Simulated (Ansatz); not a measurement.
# Resistivity from frozen vibrations: Al(111) with 4 thermally displaced layers, 2x2

Wanted: the phonon-limited resistivity of Al at 900 K by the Landauer route.

Main program and level: Ansatz 0.2.0; Ansatz plane-wave DFT, PBE, PAW files; ballistic transport by layer matching (Landauer), zero bias; PAW set soft_1.

### Step 1. The starting structure

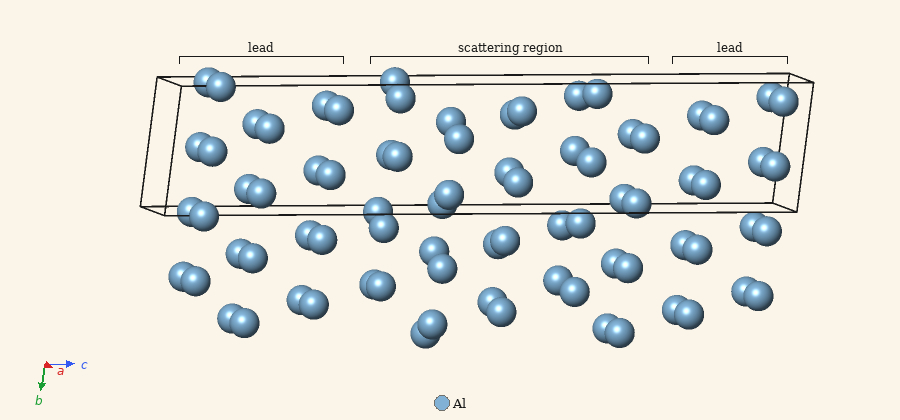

The cell as given, from the side, with the c axis across the page (aluminium light blue). 1×2×1 cells are drawn.

The cell holds 40 atoms: 40 Al. Its edges and angles: a = 5.725 Å, b = 5.725 Å, c = 23.429 Å, α = 93.5°, β = 86.5°, γ = 120.0°. It derives from Al. Regions: lead, 24 atoms (24 Al); scattering region, 16 atoms (16 Al). The structure is stacked along c, and the current runs across the ab planes.

### Step 2. With 4 displaced layers

Each atom of 4 layers is moved at random, by amounts drawn from a normal law 0.1633 Å wide in each direction from the Debye model (428 K) at 900 K. The layers about the cell's end stay perfect and serve as the lead. Disorder leaves little or no symmetry, which makes such runs dear. Energies from -0.05 to 0.05 eV in steps of 0.05 eV are too few for the program's thermal sum, so it prints no conductance; for a metal the transmission near the Fermi level serves, at a fraction of the cost.

File input.yaml:

```yaml
crystal:
  lattice:
    - [5.7246940741, 0.0, 0.0]
    - [-2.862347037, 4.957730497, 0.0]
    - [1.4311735185, -0.8262884162, 23.3709656917]
  atoms:
    - { symbol: Al, position: [0.9916666667, 0.0083333333, 0.05] }
    - { symbol: Al, position: [0.9916666667, 0.5083333333, 0.05] }
    - { symbol: Al, position: [0.4916666667, 0.0083333333, 0.05] }
    - { symbol: Al, position: [0.4916666667, 0.5083333333, 0.05] }
    - { symbol: Al, position: [0.1416666667, 0.3583333333, 0.15] }
    - { symbol: Al, position: [0.1416666667, 0.8583333333, 0.15] }
    - { symbol: Al, position: [0.6416666667, 0.3583333333, 0.15] }
    - { symbol: Al, position: [0.6416666667, 0.8583333333, 0.15] }
    - { symbol: Al, position: [0.2916666667, 0.2083333333, 0.25] }
    - { symbol: Al, position: [0.2916666667, 0.7083333333, 0.25] }
    - { symbol: Al, position: [0.7916666667, 0.2083333333, 0.25] }
    - { symbol: Al, position: [0.7916666667, 0.7083333333, 0.25] }
    - { symbol: Al, position: [0.9788595298, 0.1060107678, 0.3375188022] }
    - { symbol: Al, position: [0.989928873, 0.5558432494, 0.3444105042] }
    - { symbol: Al, position: [0.4011906058, 0.022407842, 0.3484373772] }
    - { symbol: Al, position: [0.4743282808, 0.5783141067, 0.3544597407] }
    - { symbol: Al, position: [0.015641992, 0.3583994988, 0.460856511] }
    - { symbol: Al, position: [0.153849423, 0.9816513533, 0.4584530519] }
    - { symbol: Al, position: [0.5828813073, 0.4513985109, 0.4543906264] }
    - { symbol: Al, position: [0.5842890038, 0.881332156, 0.4500194256] }
    - { symbol: Al, position: [0.2520274675, 0.2878760094, 0.5508698672] }
    - { symbol: Al, position: [0.2735674759, 0.7333724659, 0.5532916203] }
    - { symbol: Al, position: [0.7430370219, 0.2284887587, 0.541746427] }
    - { symbol: Al, position: [0.7792893408, 0.7751871874, 0.548864567] }
    - { symbol: Al, position: [0.8915162516, 0.0863668821, 0.6516653524] }
    - { symbol: Al, position: [0.8763664869, 0.6156998265, 0.6568898631] }
    - { symbol: Al, position: [0.3971778332, 0.1351182547, 0.6427739905] }
    - { symbol: Al, position: [0.3610792644, 0.5632652614, 0.6492971993] }
    - { symbol: Al, position: [0.0416666667, 0.4583333333, 0.75] }
    - { symbol: Al, position: [0.0416666667, 0.9583333333, 0.75] }
    - { symbol: Al, position: [0.5416666667, 0.4583333333, 0.75] }
    - { symbol: Al, position: [0.5416666667, 0.9583333333, 0.75] }
    - { symbol: Al, position: [0.1916666667, 0.3083333333, 0.85] }
    - { symbol: Al, position: [0.1916666667, 0.8083333333, 0.85] }
    - { symbol: Al, position: [0.6916666667, 0.3083333333, 0.85] }
    - { symbol: Al, position: [0.6916666667, 0.8083333333, 0.85] }
    - { symbol: Al, position: [0.8416666667, 0.1583333333, 0.95] }
    - { symbol: Al, position: [0.8416666667, 0.6583333333, 0.95] }
    - { symbol: Al, position: [0.3416666667, 0.1583333333, 0.95] }
    - { symbol: Al, position: [0.3416666667, 0.6583333333, 0.95] }
kpoints:
  mp_grid: { grid: [5, 5, 1] }
hamiltonian:
  xc: pbe
  pseudopotentials: { kind: paw, azcp: { folder: soft_1 } }
scf:
  occupations: { method: fermi_dirac, width: 0.1 }
output:
  transmission:
    leads: [[0, 4]]
    kmesh: [10, 10]
    e_range: [-0.05, 0.05]
    de: 0.05
  write_potential: true
  write_density: true
  volumetric_format: npy
  elf: true
```

Launch:

```bash
$ ansatz run input.yaml --threads 4 --pin off --max-ram 15360MiB --backend cpu --events-out ev --progress --plain --runs-dir out
```

Numbers of over 12 decimals in the logs are rounded to 6 here.

What it wrote:

```text
Engine: ansatz 0.2.0, aarch64-unknown-linux-gnu
Pseudopotentials: kind: paw
Pseudopotential: Al, paw, valence charge 3, recommended cutoff 420 eV (normal), soft_1/Al.paw.azcp
Functional definition: PBE
  parameter kappa = 0.804
  parameter beta = 0.066725
  exchange = pbe_x(kappa = kappa, mu = beta*pi^2/3)
  correlation = pbe_c(beta = beta)
Crystal: 40 atoms, lattice volume = 663.303 Å³
Basis set: ecut = 420 eV, 13043 PW (Γ)
Bands: 100, of which v1, the nominal top of the filled ones, is band 60 counted from 1 (59 counted from 0)
Symmetry: 1 space group operations
Space group: P1 (ITA 1), of the structure as read, at distance tolerance 8.7e-5 Å
k-points: 13 of 25 (time reversal used)
Non-local potential: Al, projectors of the file, l = 0: 2, l = 1: 2, l = 2: 1
PAW form: soft (Blöchl's): semilocal exchange-correlation on the pseudo side does not see the compensation charge
PAW one-centre angular grid: Al, 110 points (default); XC on 64 Gauss nodes
Initial density: superposition of atomic densities (chi_scale 0.1, normalization cell)
Initial wavefunctions: pseudopotential atomic-orbital guess
Functional: x = pbe(κ = 0.804, μ = 0.219515), c = pbe(β = 0.066725)
SCF iter   1: F=—  HF=-21499.357702 eV  |F-HF|=—  |Δ(HF+E_count)|=         —  Δρ=2.47e-2  dr2=7.29e0  ethr=3.10e-3  ⟨swp⟩=6.6  Hψ=6183  notcnv=0  defer=33
preconditioner: auto → Kerker (q_TF=auto, 2.052 Å⁻¹)  [metal: Δε(μ)=0.010 eV  Ē_g=6.742 eV  σ=0.100 eV  W_gap=0.02  n_scr=86 (ndim 8)  ℏωp=15.8 eV  f_vac=0.000  D(μ)=18.40/eV (n_scr^D=122)]
SCF iter   2: F=—  HF=-21498.335059 eV  |F-HF|=—  |Δ(HF+E_count)|=    1.02e0  Δρ=1.59e-2  dr2=2.32e0  ethr=3.10e-3  ⟨swp⟩=1.2  Hψ=1503  notcnv=0  defer=58
SCF iter   3: F=—  HF=-21497.398797 eV  |F-HF|=—  |Δ(HF+E_count)|=   9.36e-1  Δρ=2.17e-3  dr2=4.57e-2  ethr=1.94e-3  ⟨swp⟩=2.8  Hψ=1918  notcnv=0  defer=105
SCF iter   4: F=—  HF=-21497.381806 eV  |F-HF|=—  |Δ(HF+E_count)|=   1.70e-2  Δρ=2.96e-4  dr2=1.38e-3  ethr=3.81e-5  ⟨swp⟩=1.2  Hψ=1318  notcnv=0  defer=107
SCF iter   5: F=—  HF=-21497.381392 eV  |F-HF|=—  |Δ(HF+E_count)|=   4.14e-4  Δρ=4.20e-5  dr2=3.81e-5  ethr=1.15e-6  ⟨swp⟩=1.2  Hψ=1315  notcnv=0  defer=107
SCF iter   6: F=—  HF=-21497.381413 eV  |F-HF|=—  |Δ(HF+E_count)|=   2.12e-5  Δρ=8.02e-6  dr2=9.77e-7  ethr=3.17e-8  ⟨swp⟩=2.6  Hψ=2095  notcnv=0  defer=107
SCF iter   7: F=-21497.381413 eV  HF=-21497.381413 eV  |F-HF|=2.35e-8  |Δ(HF+E_count)|=   1.72e-7  Δρ=1.49e-6  dr2=3.45e-8  ethr=8.33e-11  ⟨swp⟩=13.4  Hψ=5248  notcnv=0
SCF 1 converged in 7 iterations: F = -21497.381413 eV  dr2 = 3.45e-8
  greatest PAW one-centre occupation: 0.470 electrons in one spin orbital (limit 2), on the Al atom at site 16 (counted from 0), in its partial waves of l = 0
transmission: 159 of 1508 steps passed
transmission: 306 of 1508 steps passed
[...]
transmission: 1508 of 1508 steps passed
SCF converged after 7 iterations
Free energy (F): -21497.381413 eV
Harris-Foulkes:  -21497.381413 eV  (|F-HF|=2.35e-8)
Internal energy: -21496.759631 eV  (E = F + TS)
E sigma→0 (E₀):  -21497.070522 eV
Entropy (-TS):   -0.621782 eV (-15.545 meV/atom)
Fermi energy:    7.901259 eV
--- Per-component energies (eV) ---
  E_band       = 413.077309
  E_kinetic    = 904.398953
  E_local      = 385.719250  (includes V_loc(G=0)·N_el)
  E_nonlocal   = 404.124042
  E_hartree    = 13.817767
  E_xc         = -1508.268519
  E_vxc        = -1167.571092  (∫ρ·V_xc dr)
  E_paw        = -18777.855995  (= ΣΔE_a)
  E_vpaw       = -141.229429  (= ΣTr[D̂ρ^β])
  E_aug_tail   = -0.000083  (compensation charges beyond the density's cutoff)
  E_ewald      = -2918.695045
  E_smearing   = -0.621782  (= −TS)
  E_closure    = 0.000000  (closes the sum)
  Σ components = -21497.381413   (vs F -21497.381413, Δ=0.00e0)
--- Band table (eV; the first three rows and the last of 13) ---
  k-point 0: bands = [... 56 lower, 6.3042, 6.6009, 6.7149, 6.7229, 6.8065, 7.1010, 7.1132, 7.2351, ... 36 higher]
  k-point 1: bands = [... 56 lower, 6.7133, 6.9032, 7.0298, 7.2176, 7.3527, 7.3946, 7.4647, 7.5487, ... 36 higher]
  k-point 2: bands = [... 56 lower, 7.8060, 7.8785, 7.9436, 8.0419, 8.1062, 8.1483, 8.2092, 8.3361, ... 36 higher]
  k-point 12: bands = [... 56 lower, 7.4556, 7.5305, 7.7475, 7.8403, 7.9533, 7.9921, 8.0173, 8.1013, ... 36 higher]
--- Transmission ---
  basis      : 253 plane waves across, 29 finite elements along
  points     : 52, standing for a mesh of 10 x 10
  energies   : 3 from -0.050000 to 0.050000 eV about the Fermi level, 0.050000 eV apart; the leads are filled to 0.000000 eV, and channels, transmission and decay are at 0.000000 eV
  crystal 0  : Al4, at the sites [0, 4], period 2.3371 Å, over 14.02 Å; its Hamiltonian steps by up to 9.3 meV
    offset         : up to 0.0000 Å between an atom of the period and one for which it stands
    channels       : 5.410000e0 a spin
    conductance    : none, the energies end too early or step too widely for 300 K: set another output.transmission.e_range or a lower de, or, where they end at an eighth of basis.ecutwfc, a higher one
  junction   : crystal 0 to crystal 0, 0.70 to 21.73 Å
    transmission   : 4.550607e0 a spin
    conductance    : none, the energies end too early or step too widely for 300 K: set another output.transmission.e_range or a lower de, or, where they end at an eighth of basis.ecutwfc, a higher one
```

Elapsed: 7.7 min, on 4 threads of Arm Neoverse V1, shared host; peak memory 1.7 GiB; 25 min of CPU time.

Reading the cycles: dr2 is the Hartree energy of the density residual (eV), the measure of convergence; HF is the Harris–Foulkes estimate of the energy, which meets the free energy F at convergence.

Numbers from this step:

* free energy: -21497.3814 eV
* energy at zero smearing: -21497.0705 eV
* Fermi energy: 7.901 eV
* cell area: 28.38 Å²
* transmission at the energy nearest the Fermi level, one spin: 4.551
* channels at the energy nearest the Fermi level, one spin: 5.41
* step of the lead's Hamiltonian: 9.3 meV

Per spin. The transmission, zone mean by energy, zero at the Fermi level:

```
energy (eV)  transmission, zone mean
    -0.0500                     4.43
     0.0000                     4.55
     0.0500                     4.64
```

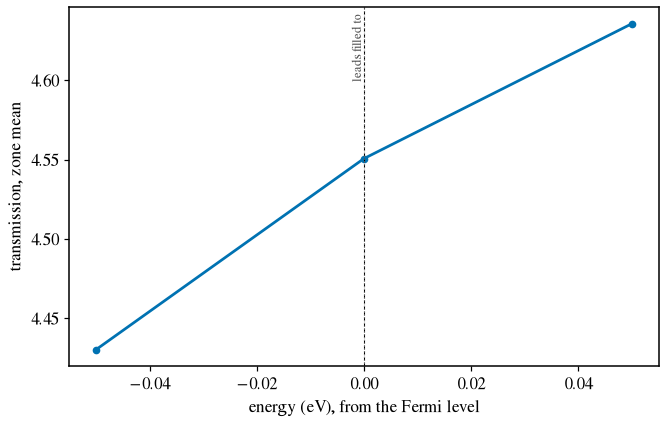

Transmission, zone mean against energy.

Per spin. The open channels, zone mean, lead by energy, zero at the Fermi level:

```
energy (eV)  open channels, zone mean, lead
    -0.0500                            5.29
     0.0000                            5.41
     0.0500                            5.59
```

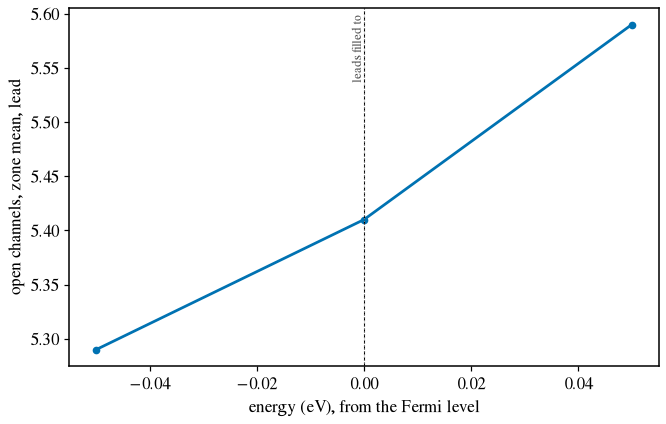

Open channels, zone mean, lead against energy.

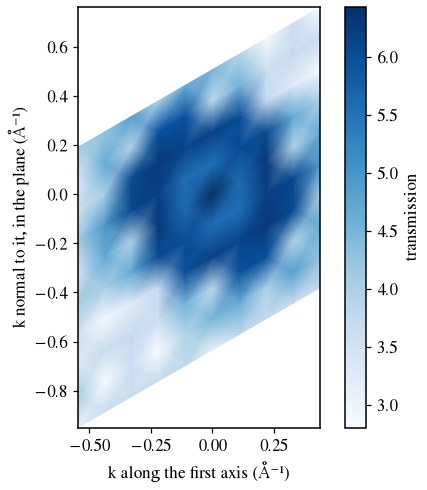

Transmission over k1 and k2. At 0.0000 eV from the Fermi level.

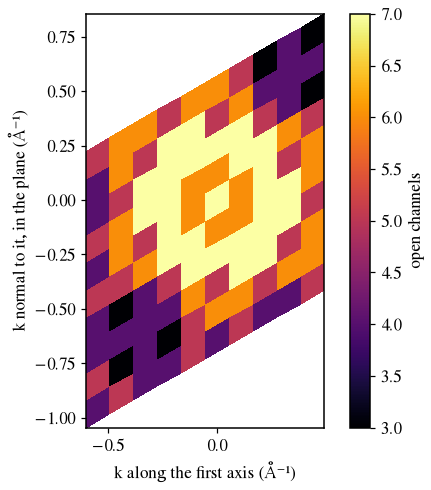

Open channels over k1 and k2. At 0.0000 eV from the Fermi level.

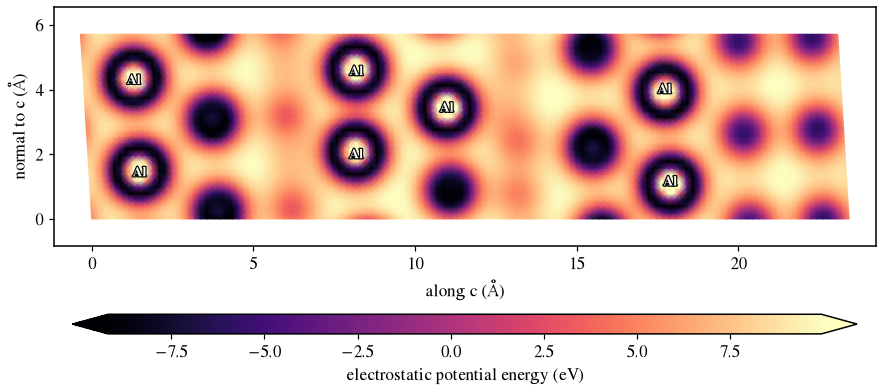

Electrostatic potential energy in the cb plane at fractional x = 0.016, with atoms of Al within 0.2 Å of it. With pseudopotentials it is smooth inside the atoms' cores, unlike the true potential. The map starts off the cell's origin, so that atoms lie inside it.

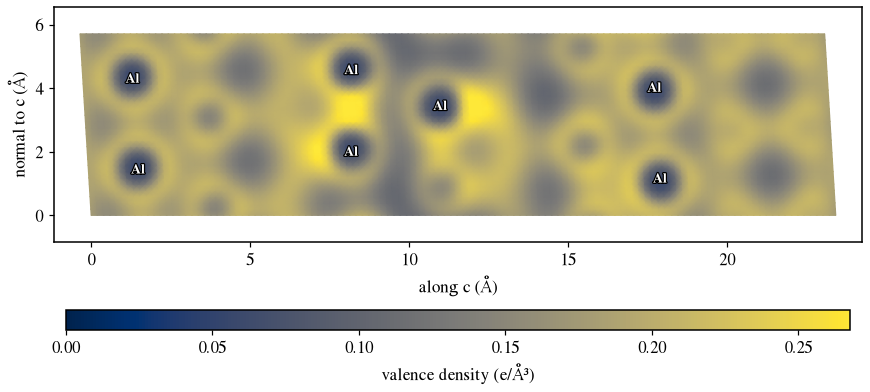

Valence density in the cb plane at fractional x = 0.016, with atoms of Al within 0.2 Å of it. It is the smooth field of the valence electrons, not physical close to the nuclei. The map starts off the cell's origin, so that atoms lie inside it.

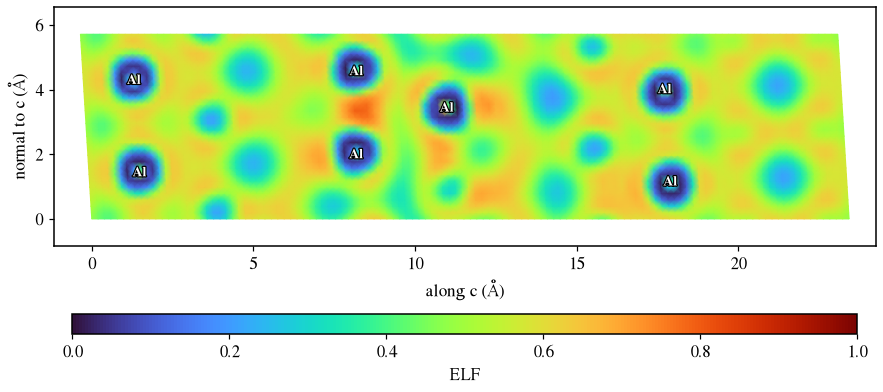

ELF in the cb plane at fractional x = 0.016, with atoms of Al within 0.2 Å of it. It is the smooth field of the valence electrons, not physical close to the nuclei. The map starts off the cell's origin, so that atoms lie inside it.

Over the solved energies the transmission per spin lies between 4.43 and 4.64, out of 5.43 channels of the lead on average (up to 5.59).

(Continued in part 2 of 2.)

[Logs are printed without paths, hosts, clocks, repeated set-up lines and the standing remarks that a program may print on its own settings, such as how far it seeks lower states.]

[Hosts, paths, dates, database ids (printed as entryN), source tags and the programs' standing remarks are cut or masked in the printed files.]
